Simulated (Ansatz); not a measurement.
C2H4S2: several calculations on one system

## 1. Relaxation

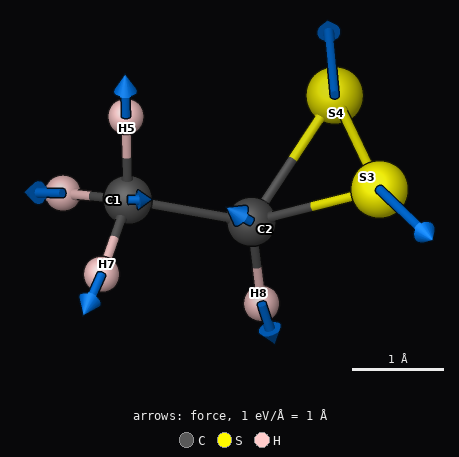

Starting geometry of C₂H₄S₂ with the computed forces as blue arrows. Style: ball-and-stick. Shown at a tilt.

The run prepares an end point of a later path (torsion) calculation, from a guessed geometry.

Theory: RKS PBE-D4/def2-SVPD in Ansatz 0.2.0.

The input:
```yaml
crystal:
  periodic: [false, false, false]
  atoms:
    - { symbol: C, position_ang: [-0.31805, 0.82153, -0.17939] }
    - { symbol: C, position_ang: [-0.07407, -0.62347, 0.13284] }
    - { symbol: S, position_ang: [1.24289, -1.04094, 1.28604] }
    - { symbol: S, position_ang: [1.26526, -1.47038, -0.72047] }
    - { symbol: H, position_ang: [0.62521, 1.35362, -0.28168] }
    - { symbol: H, position_ang: [-0.87659, 0.91084, -1.11023] }
    - { symbol: H, position_ang: [-0.898, 1.28112, 0.62006] }
    - { symbol: H, position_ang: [-0.96666, -1.23233, 0.25283] }
basis:
  gaussian: { orbitals: def2-SVPD }
hamiltonian:
  xc: pbe
  dispersion: d4
relax:
  f_tol: 0.015
  max_steps: 40
output:
  orbitals: {}
```

Command:
```bash
ansatz run input.yaml --threads 2 --pin off --max-ram 3072MiB --backend cpu --events-out ev --progress --plain --runs-dir out
```

Question: Is this structure relaxed? If not, where do the atoms go?

Answer: It isn't relaxed: the largest force vector, on S atoms, is 1.43 eV/Å. The atoms end up moving mostly along the starting forces (cosine between the two patterns 0.87). The largest moves after the best rigid fit, 0.040 Å, are those of S3 and S4. By element the largest moves are S 0.040 Å, H 0.025 Å, C 0.008 Å. Some distances before and after: S3–S4 2.052 → 2.124 Å, C2–S3 1.800 → 1.823 Å, C1–H6 1.089 → 1.108 Å, C1–H5 1.088 → 1.105 Å. After 4 geometry steps the energy has fallen by 0.074 eV. The largest force component goes from 1.4 to 0.0044 eV/Å.

## 2. Relaxation

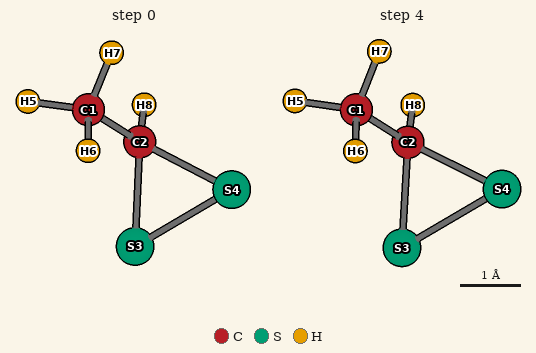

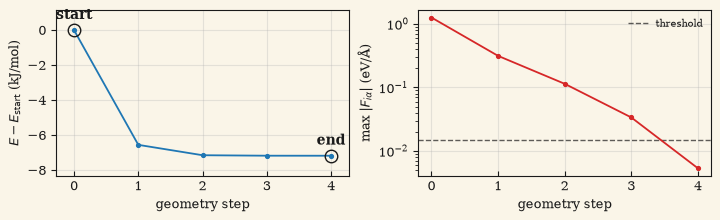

First and last geometry of a relaxation of C2H4S2, with the history of the run. A ball-and-stick model, seen from a free direction.

The run prepares an end point of a later path (torsion) calculation, from a guessed geometry.

The calculation used Ansatz, RKS PBE-D4/def2-SVPD.

The input:
```yaml
crystal:
  periodic: [false, false, false]
  atoms:
    - { symbol: C, position_ang: [-0.31805, 0.82153, -0.17939] }
    - { symbol: C, position_ang: [-0.07407, -0.62347, 0.13284] }
    - { symbol: S, position_ang: [0.36466, -1.73003, -1.21682] }
    - { symbol: S, position_ang: [-1.39992, -1.80182, -0.17179] }
    - { symbol: H, position_ang: [0.62521, 1.35362, -0.28168] }
    - { symbol: H, position_ang: [-0.87659, 0.91084, -1.11023] }
    - { symbol: H, position_ang: [-0.898, 1.28112, 0.62006] }
    - { symbol: H, position_ang: [0.47659, -0.81637, 1.05011] }
basis:
  gaussian: { orbitals: def2-SVPD }
hamiltonian:
  xc: pbe
  dispersion: d4
relax:
  f_tol: 0.015
  max_steps: 40
```

Launched with:
```bash
ansatz run input.yaml --threads 2 --pin off --max-ram 3072MiB --backend cpu --events-out ev --progress --plain --runs-dir out
```

Did the run converge, and what did it change?

Answer. It converged. Over 4 geometry steps the energy falls by 7.18 kJ/mol. The largest force component goes from 1.3 to 0.0053 eV/Å. The largest moves after the best rigid fit, 0.041 Å, are those of S3 and S4. By element the largest moves are S 0.041 Å, H 0.030 Å, C 0.011 Å. Some distances before and after: S3–S4 2.052 → 2.124 Å, C2–S3 1.800 → 1.823 Å, C1–H5 1.088 → 1.108 Å, C1–H6 1.089 → 1.105 Å.

## 3. Path

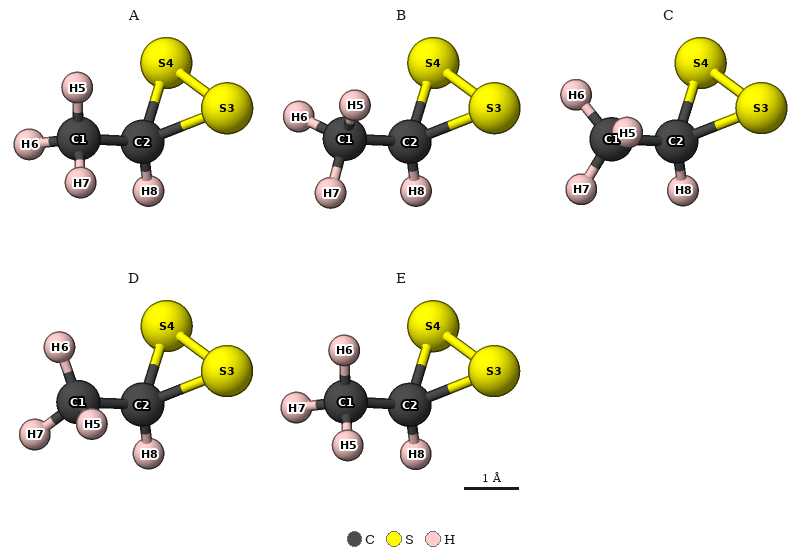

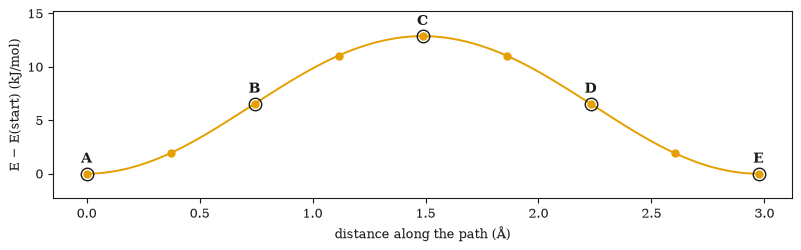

A search for the minimum-energy path of C2H4S2 by the nudged elastic band. Images are numbered from 0 (start) to 8 (end). Frames A to E are images 0, 2, 4, 6, 8. The picture is a ball-and-stick view, seen at a tilt.

Theory: RKS PBE-D4/def2-SVPD (Ansatz). Settings: 7 movable images; climbing image; force threshold 0.05 eV/Å; iteration limit 60; starting path through a guess of the saddle point.

### What happens along the path, and what is the barrier?

The motion is a rotation about the C1–C2 bond by about 120°. No bond forms or breaks between the ends. The barrier is about 12.9 kJ/mol in both directions, with image 4 at the top; the ends have the same energy. The band converged in 4 iterations, with a climbing image at the top.

The run took 2 min on 2 threads of Arm Neoverse N1 (shared host), peak memory 0.17 GiB.
